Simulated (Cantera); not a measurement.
A closed system holds: 1 mol MgO, 0.38 mol HI, 0.96 mol H₂, held at 1.10 bar.

These are equilibrium values from Cantera (NASA tables, ideal gas, pure condensed phases), not measurements of a reactor. Candidate condensed phases: H₂O, I₂, Mg, MgI₂, MgO, Mg(OH)₂; 20 gas species. Kinetics and transport are ignored.

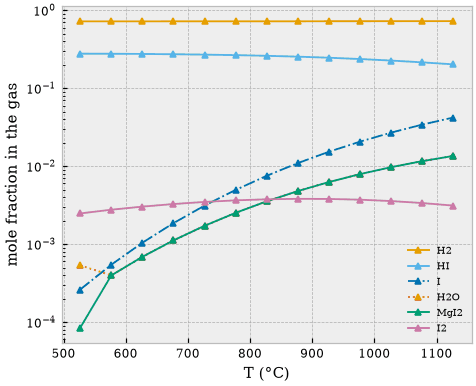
Figure: Equilibrium gas composition (values under 1e-9 drawn at 1e-9)

At 527 °C the condensed part is MgI₂(s) + MgO(s). From 577 °C to 1127 °C the condensed part is MgO(s). The main Mg-bearing gas is MgI₂ throughout. The share of Mg in condensed phases is highest at 527 °C (100.0 %) and lowest at 1127 °C (98.1 %).
